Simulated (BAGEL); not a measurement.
**One shape, several levels: singlet C2H6MgN+**

Wanted: a comparison of 5 runs (HF/STO-3G, HF/6-31G*, B3LYP/6-31G*, PBE0/6-31G*, RI-MP2/6-31G*) of singlet C2H6MgN+. 

Program for the calculation: BAGEL 1.2.2.

2 further runs of the same task are left out: 2 set aside as unsound or not needed. Runs told in other sessions of the task aren't counted.

## (1) The system as given

The species is C2H6MgN+ (10 atoms), meant as a singlet with charge +1. As SMILES of the parent species, `C[N](C)[Mg]`. The shape is that of a PBE0-D4/def2-TZVP optimisation. That shape belongs to the parent species and isn't relaxed for this state.

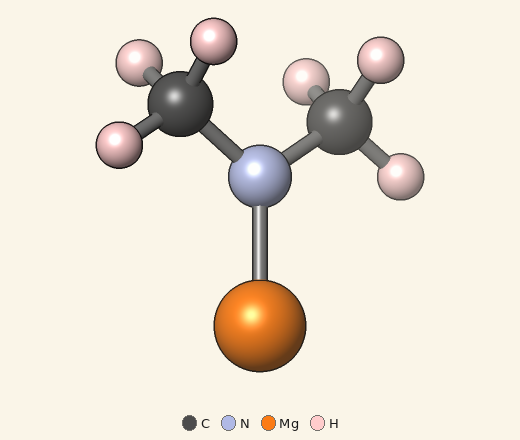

The structure, seen from a chosen angle (carbon dark grey, nitrogen light blue, magnesium orange, hydrogen pink).

## (2) The energy at HF/STO-3G (density fitting with qzvpp-jkfit) (run 1)

job.json reads:

```json
{ "bagel": [

{
  "title": "molecule",
  "basis": "sto-3g",
  "df_basis": "qzvpp-jkfit",
  "angstrom": true,
  "geometry": [
    { "atom": "C", "xyz": [      -0.423900,       1.110100,      -0.128400 ] },
    { "atom": "N", "xyz": [      -0.433000,      -0.320700,      -0.257200 ] },
    { "atom": "C", "xyz": [       0.753700,      -0.896200,       0.312200 ] },
    { "atom": "Mg", "xyz": [      -1.837600,      -1.325900,      -1.079500 ] },
    { "atom": "H", "xyz": [       0.438800,       1.574100,      -0.638200 ] },
    { "atom": "H", "xyz": [      -1.327200,       1.557100,      -0.560600 ] },
    { "atom": "H", "xyz": [      -0.376400,       1.438400,       0.924900 ] },
    { "atom": "H", "xyz": [       0.754100,      -1.988700,       0.218100 ] },
    { "atom": "H", "xyz": [       0.859500,      -0.667100,       1.387300 ] },
    { "atom": "H", "xyz": [       1.675100,      -0.532100,      -0.175700 ] }
  ]
},

{ "title": "hf", "charge": 1 },

{ "title": "print", "file": "orbitals.molden", "orbitals": true }

]}
```

Started as:

```console
$ BAGEL_NUM_THREADS=1 BAGEL job.json > job.out
```

What it wrote:

```text
* using 1 threads per process

  ===============================================================
  ===============================================================

  *** Geometry ***

  { "atom" : "C", "xyz" : [     -0.801055,      2.097785,     -0.242641 ] },
  { "atom" : "N", "xyz" : [     -0.818251,     -0.606035,     -0.486038 ] },
  { "atom" : "C", "xyz" : [      1.424287,     -1.693573,      0.589972 ] },
  { "atom" : "Mg", "xyz" : [     -3.472561,     -2.505588,     -2.039959 ] },
  { "atom" : "H", "xyz" : [      0.829212,      2.974618,     -1.206023 ] },
  { "atom" : "H", "xyz" : [     -2.508045,      2.942493,     -1.059380 ] },
  { "atom" : "H", "xyz" : [     -0.711293,      2.718182,      1.747808 ] },
  { "atom" : "H", "xyz" : [      1.425042,     -3.758098,      0.412149 ] },
  { "atom" : "H", "xyz" : [      1.624220,     -1.260636,      2.621617 ] },
  { "atom" : "H", "xyz" : [      3.165480,     -1.005523,     -0.332025 ] },

  Number of auxiliary basis functions:      447

  Since a DF basis is specified, we compute 2- and 3-index integrals:
    o Being stored without compression. Storage requirement is 0.003 GB

  Number of basis functions:       30
  Number of electrons      :       37

    * METHOD: MOLECULE                             0.10

  *** RHF ***

  === Nuclear Repulsion ===
   136.7156179414

      * DIIS with orbital gradients will be used.

  === RHF iteration (sto-3g) ===
      0       -328.95975350          0.01363758           0.01
      1       -329.00451597          0.00343802           0.01
      2       -329.00814233          0.00105124           0.01
      3       -329.00859762          0.00025557           0.01
      4       -329.00864420          0.00009892           0.01
      5       -329.00865279          0.00002226           0.01
      6       -329.00865321          0.00000352           0.01
      7       -329.00865322          0.00000067           0.01
      8       -329.00865322          0.00000018           0.01
      9       -329.00865322          0.00000006           0.01
     10       -329.00865322          0.00000003           0.01
     11       -329.00865322          0.00000002           0.01
     12       -329.00865322          0.00000001           0.01
    * SCF iteration converged.

    * Permanent dipole moment:
           (    3.431419,     2.455485,     2.008165) a.u.

    * METHOD: HF                                   0.18

    * METHOD: PRINT                                0.00

  ===============================================================
```

Wall time 0.48 s (1 thread of AMD EPYC 9R45 (Zen 5), shared host).

## (3) The energy at HF/6-31G(d) (density fitting with qzvpp-jkfit, spherical functions) (run 2)

input.json reads:

```json
{ "bagel": [

{
  "title": "molecule",
  "basis": "6-31gs.json",
  "df_basis": "qzvpp-jkfit",
  "angstrom": true,
  "geometry": [
    { "atom": "C", "xyz": [   -0.423900,    1.110100,   -0.128400 ] },
    { "atom": "N", "xyz": [   -0.433000,   -0.320700,   -0.257200 ] },
    { "atom": "C", "xyz": [    0.753700,   -0.896200,    0.312200 ] },
    { "atom": "Mg", "xyz": [   -1.837600,   -1.325900,   -1.079500 ] },
    { "atom": "H", "xyz": [    0.438800,    1.574100,   -0.638200 ] },
    { "atom": "H", "xyz": [   -1.327200,    1.557100,   -0.560600 ] },
    { "atom": "H", "xyz": [   -0.376400,    1.438400,    0.924900 ] },
    { "atom": "H", "xyz": [    0.754100,   -1.988700,    0.218100 ] },
    { "atom": "H", "xyz": [    0.859500,   -0.667100,    1.387300 ] },
    { "atom": "H", "xyz": [    1.675100,   -0.532100,   -0.175700 ] }
  ]
},
{
  "title": "hf",
  "charge": 1
},
{
  "title": "print",
  "file": "orbitals.molden",
  "orbitals": true
}

]}
```

The basis set 6-31G* is read from a file made from the Basis Set Exchange's data (not shown).

Started as:

```console
$ BAGEL_NUM_THREADS=1 BAGEL input.json > input.out
```

What it wrote:

```text
* using 1 threads per process

  ===============================================================
  ===============================================================

  *** Geometry ***

  { "atom" : "C", "xyz" : [     -0.801055,      2.097785,     -0.242641 ] },
  { "atom" : "N", "xyz" : [     -0.818251,     -0.606035,     -0.486038 ] },
  { "atom" : "C", "xyz" : [      1.424287,     -1.693573,      0.589972 ] },
  { "atom" : "Mg", "xyz" : [     -3.472561,     -2.505588,     -2.039959 ] },
  { "atom" : "H", "xyz" : [      0.829212,      2.974618,     -1.206023 ] },
  { "atom" : "H", "xyz" : [     -2.508045,      2.942493,     -1.059380 ] },
  { "atom" : "H", "xyz" : [     -0.711293,      2.718182,      1.747808 ] },
  { "atom" : "H", "xyz" : [      1.425042,     -3.758098,      0.412149 ] },
  { "atom" : "H", "xyz" : [      1.624220,     -1.260636,      2.621617 ] },
  { "atom" : "H", "xyz" : [      3.165480,     -1.005523,     -0.332025 ] },

  Number of auxiliary basis functions:      447

  Since a DF basis is specified, we compute 2- and 3-index integrals:
    o Being stored without compression. Storage requirement is 0.019 GB

  Number of basis functions:       72
  Number of electrons      :       37

    * METHOD: MOLECULE                             0.16

  *** RHF ***

  === Nuclear Repulsion ===
   136.7156179414

      * DIIS with orbital gradients will be used.

  === RHF iteration (6-31gs.json) ===
      0       -332.82386792          0.01977238           0.03
      1       -332.91174823          0.01532986           0.03
      2       -332.98601364          0.00203693           0.03
      3       -332.98826219          0.00047922           0.03
      4       -332.98842059          0.00017816           0.03
      5       -332.98847256          0.00007546           0.03
      6       -332.98848555          0.00002484           0.03
      7       -332.98848690          0.00000358           0.03
      8       -332.98848692          0.00000095           0.03
      9       -332.98848692          0.00000052           0.03
     10       -332.98848692          0.00000018           0.03
     11       -332.98848692          0.00000007           0.03
     12       -332.98848692          0.00000004           0.03
     13       -332.98848692          0.00000003           0.03
     14       -332.98848692          0.00000002           0.03
     15       -332.98848692          0.00000001           0.03
    * SCF iteration converged.

    * Permanent dipole moment:
           (    3.243978,     2.321260,     1.897982) a.u.

    * METHOD: HF                                   0.52

    * METHOD: PRINT                                0.01

  ===============================================================
```

Wall time 0.95 s (1 thread of AMD EPYC 9R45 (Zen 5), shared host); peak memory 0.093 GiB.

## (4) The energy at B3LYP/6-31G(d) (density fitting with qzvpp-jkfit, spherical functions) (run 3)

job.json reads:

```json
{ "bagel": [

{
  "title": "molecule",
  "basis": "6-31gs.json",
  "df_basis": "qzvpp-jkfit",
  "angstrom": "true",
  "geometry": [
    { "atom": "C", "xyz": [   -0.423900,    1.110100,   -0.128400 ] },
    { "atom": "N", "xyz": [   -0.433000,   -0.320700,   -0.257200 ] },
    { "atom": "C", "xyz": [    0.753700,   -0.896200,    0.312200 ] },
    { "atom": "Mg", "xyz": [   -1.837600,   -1.325900,   -1.079500 ] },
    { "atom": "H", "xyz": [    0.438800,    1.574100,   -0.638200 ] },
    { "atom": "H", "xyz": [   -1.327200,    1.557100,   -0.560600 ] },
    { "atom": "H", "xyz": [   -0.376400,    1.438400,    0.924900 ] },
    { "atom": "H", "xyz": [    0.754100,   -1.988700,    0.218100 ] },
    { "atom": "H", "xyz": [    0.859500,   -0.667100,    1.387300 ] },
    { "atom": "H", "xyz": [    1.675100,   -0.532100,   -0.175700 ] }
  ]
},
{ "title": "ks", "xc_func": "b3lyp", "charge": 1 },
{ "title": "print", "file": "orbitals.molden", "orbitals": "true" }

]}
```

The basis set 6-31G* is read from a file made from the Basis Set Exchange's data (not shown).

Started as:

```console
$ BAGEL_NUM_THREADS=1 BAGEL job.json > job.out
```

What it wrote:

```text
* using 1 threads per process

  ===============================================================
  ===============================================================

  *** Geometry ***

  { "atom" : "C", "xyz" : [     -0.801055,      2.097785,     -0.242641 ] },
  { "atom" : "N", "xyz" : [     -0.818251,     -0.606035,     -0.486038 ] },
  { "atom" : "C", "xyz" : [      1.424287,     -1.693573,      0.589972 ] },
  { "atom" : "Mg", "xyz" : [     -3.472561,     -2.505588,     -2.039959 ] },
  { "atom" : "H", "xyz" : [      0.829212,      2.974618,     -1.206023 ] },
  { "atom" : "H", "xyz" : [     -2.508045,      2.942493,     -1.059380 ] },
  { "atom" : "H", "xyz" : [     -0.711293,      2.718182,      1.747808 ] },
  { "atom" : "H", "xyz" : [      1.425042,     -3.758098,      0.412149 ] },
  { "atom" : "H", "xyz" : [      1.624220,     -1.260636,      2.621617 ] },
  { "atom" : "H", "xyz" : [      3.165480,     -1.005523,     -0.332025 ] },

  Number of auxiliary basis functions:      447

  Since a DF basis is specified, we compute 2- and 3-index integrals:
    o Being stored without compression. Storage requirement is 0.019 GB

  Number of basis functions:       72
  Number of electrons      :       37

    * METHOD: MOLECULE                             0.16

  *** Kohn-Sham DFT ***

    * Removing 19715 points whose weight is below 1.00e-10
    * Grid points: 129345

  === Nuclear Repulsion ===
   136.7156179414

       - DIIS with orbital gradients will be used.

  === KS iteration (b3lyp / 6-31gs.json) ===
      0       -308.21352970          0.17856567           0.27
      1       -312.03972981          0.11237685           0.27
      2       -293.71318623          0.20133467           0.27
      3       -330.07703556          0.10693389           0.27
      4       -332.15504206          0.07478479           0.27
      5       -332.78945112          0.06388136           0.26
[... 20 lines of this table left out ...]
     26       -334.36025361          0.00000001           0.26
     27       -334.36025361          0.00000001           0.26
    * SCF iteration converged.

    * Permanent dipole moment:
           (    2.712552,     1.941975,     1.591480) a.u.

    * METHOD: KS                                   8.00

    * METHOD: PRINT                                0.01

  ===============================================================
```

Wall time 8.4 s (1 thread of AMD EPYC 9R45 (Zen 5), shared host); peak memory 0.43 GiB.

Run 4 isn't shown in full; the table further down has it.

## (5) A single-point energy at RI-MP2/6-31G(d) (density fitting with qzvpp-jkfit, spherical functions) (run 5)

calc.json reads:

```json
{ "bagel": [

{
  "title": "molecule",
  "basis": "6-31gs.json",
  "df_basis": "qzvpp-jkfit",
  "angstrom": true,
  "geometry": [
    { "atom": "C", "xyz": [   -0.423900,    1.110100,   -0.128400 ] },
    { "atom": "N", "xyz": [   -0.433000,   -0.320700,   -0.257200 ] },
    { "atom": "C", "xyz": [    0.753700,   -0.896200,    0.312200 ] },
    { "atom": "Mg", "xyz": [   -1.837600,   -1.325900,   -1.079500 ] },
    { "atom": "H", "xyz": [    0.438800,    1.574100,   -0.638200 ] },
    { "atom": "H", "xyz": [   -1.327200,    1.557100,   -0.560600 ] },
    { "atom": "H", "xyz": [   -0.376400,    1.438400,    0.924900 ] },
    { "atom": "H", "xyz": [    0.754100,   -1.988700,    0.218100 ] },
    { "atom": "H", "xyz": [    0.859500,   -0.667100,    1.387300 ] },
    { "atom": "H", "xyz": [    1.675100,   -0.532100,   -0.175700 ] }
  ]
},
{
  "title": "hf",
  "charge": 1
},
{
  "title": "mp2",
  "charge": 1,
  "ncore": 4
}

]}
```

The basis set 6-31G* is read from a file made from the Basis Set Exchange's data (not shown).

Started as:

```console
$ BAGEL_NUM_THREADS=1 BAGEL calc.json > calc.out
```

What it wrote:

```text
* using 1 threads per process

  ===============================================================
  ===============================================================

  *** Geometry ***

  { "atom" : "C", "xyz" : [     -0.801055,      2.097785,     -0.242641 ] },
  { "atom" : "N", "xyz" : [     -0.818251,     -0.606035,     -0.486038 ] },
  { "atom" : "C", "xyz" : [      1.424287,     -1.693573,      0.589972 ] },
[... 6 lines of this table left out ...]
  { "atom" : "H", "xyz" : [      3.165480,     -1.005523,     -0.332025 ] },

  Number of auxiliary basis functions:      447

  Since a DF basis is specified, we compute 2- and 3-index integrals:
    o Being stored without compression. Storage requirement is 0.019 GB

  Number of basis functions:       72
  Number of electrons      :       37

    * METHOD: MOLECULE                             0.14

  *** RHF ***

  === Nuclear Repulsion ===
   136.7156179414

      * DIIS with orbital gradients will be used.

  === RHF iteration (6-31gs.json) ===
      0       -332.82386792          0.01977238           0.03
      1       -332.91174823          0.01532986           0.03
      2       -332.98601364          0.00203693           0.03
[... 12 lines of this table left out ...]
     15       -332.98848692          0.00000001           0.02
    * SCF iteration converged.

    * Permanent dipole moment:
           (    3.243978,     2.321260,     1.897982) a.u.

    * METHOD: HF                                   0.51

  *** RHF ***

  === Nuclear Repulsion ===
   136.7156179414

      * DIIS with orbital gradients will be used.

  === RHF iteration (6-31gs.json) ===
      0       -332.98848692          0.00000001           0.03
    * SCF iteration converged.

    * Permanent dipole moment:
           (    3.243978,     2.321260,     1.897981) a.u.

  === DF-MP2 calculation ===

    * freezing 4 orbitals
    * 3-index integral transformation done
    * assembly done

      MP2 correlation energy:   -0.4496000203      0.02

      MP2 total energy:       -333.4380869413

    * METHOD: MP2                                  0.09

  ===============================================================
```

Run time: 0.95 s. Hardware: 1 thread of AMD EPYC 9R45 (Zen 5), shared host; peak memory 0.093 GiB.

## (6) Overview of the runs

```tsv
run	level	frozen core orbitals	energy (Eh)	HOMO energy (eV)	LUMO energy (eV)	HOMO–LUMO gap (eV)	wall time
1	HF/STO-3G (density fitting with qzvpp-jkfit)	–	-329.008653	-10.52	-1.93	8.58	0.48 s
2	HF/6-31G* (density fitting with qzvpp-jkfit, spherical functions)	–	-332.988487	-12.78	-6.64	6.13	0.95 s
3	B3LYP/6-31G* (density fitting with qzvpp-jkfit, spherical functions)	–	-334.360254	-9.90	-9.26	0.64	8.4 s
4	PBE0/6-31G* (density fitting with qzvpp-jkfit, spherical functions)	–	-334.069125	-10.01	-8.88	1.13	8.1 s
5	RI-MP2/6-31G* (density fitting with qzvpp-jkfit, spherical functions)	4	-333.438087	–	–	–	0.95 s
```

## (7) Outcome

| quantity | value |
| --- | --- |
| run 5: total energy | -333.43809 Eh |
| run 5: correlation energy (4 core orbitals frozen) | -449.6 mEh |

Over runs 1, 2, 3, 4 the HOMO–LUMO gap runs from 0.64 eV (B3LYP/6-31G*) to 8.58 eV (HF/STO-3G). The two ends differ in method and basis. Totals of different functionals can't be ranked against each other. In run 1 the basis is minimal, so the values are rough. All runs together took 19 s, the longest 8.4 s.
